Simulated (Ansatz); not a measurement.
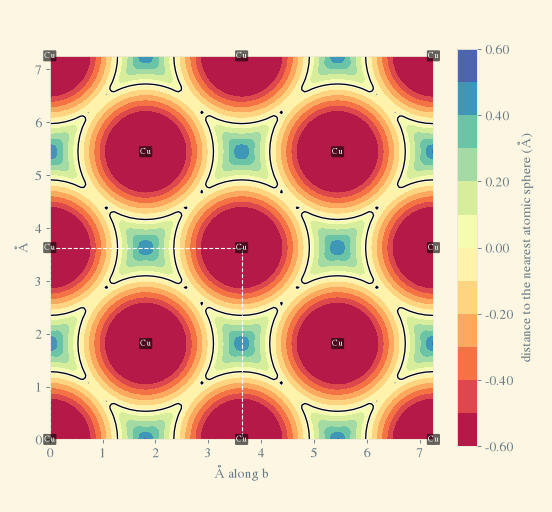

Map of the distance to the nearest atomic sphere in Cu (Fm-3m), computed on the section x = 0.000 (parallel to b and c; the dashed line is one cell). The black line marks the spheres' surfaces; positive values are empty space; unlabelled circles belong to atoms above or below the section.

Hard-sphere model; touching radii (half the shortest distance): Cu 1.28 Å.

Origin of the cell: coordinates from a relaxation with Ansatz 0.2.0, DFT, PBE, plane waves (420 eV) with PAW, scalar-relativistic.

Space group Fm-3m (No. 225). a = 3.629 Å, b = 3.629 Å, c = 3.629 Å, α = 90.00°, β = 90.00°, γ = 90.00°
```csv
atom,site,symmetry,x,y,z
Cu,4a,m-3m,0.0000,0.0000,0.0000
```

Q: Where is the largest hole in this section, and how large is it?

A: At 0.000, 0.000, 0.500 (fractional), where the distance reaches 0.53 Å; it is enclosed by 6 Cu in an octahedral arrangement. It is the largest hole of the crystal.

Q: How much of the crystal lies outside the spheres?

A: About 26 % of the cell's volume, and 21 % of this section's area.

Q: What can pass through?

A: The largest sphere that fits anywhere has a diameter of 1.06 Å; the largest that can travel through the crystal, about 0.4 Å.
